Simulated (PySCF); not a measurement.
```xyz
2

Zr    0.0000    0.0000   -0.0207
H     0.0000    0.0000    1.8443
```

Core potentials replace the inner electrons of Zr.

Computed with PySCF, PBE0/cc-pVDZ(-PP), non-relativistic Hamiltonian with scalar-relativistic core potentials where named, at a bond length of 1.865 Å.

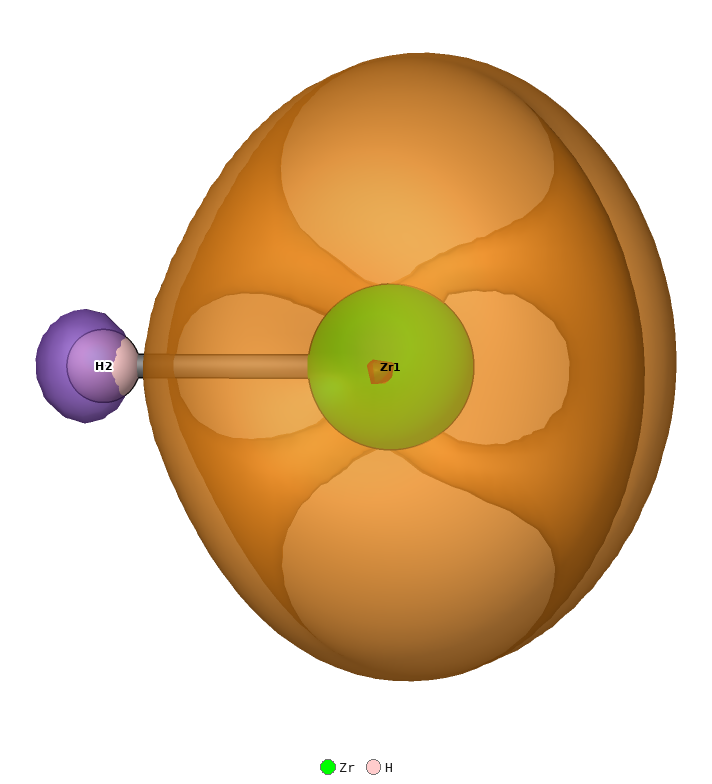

ZrH (quartet). Isosurfaces of the spin density (α minus β) at +0.02 (orange) and −0.02 e/Å³ (purple), seen from one side.

### Which atoms carry the spin?

The unpaired spin (3 electrons) lies mostly on Zr1 (about 3.0), in electrons by Hirshfeld's partition.
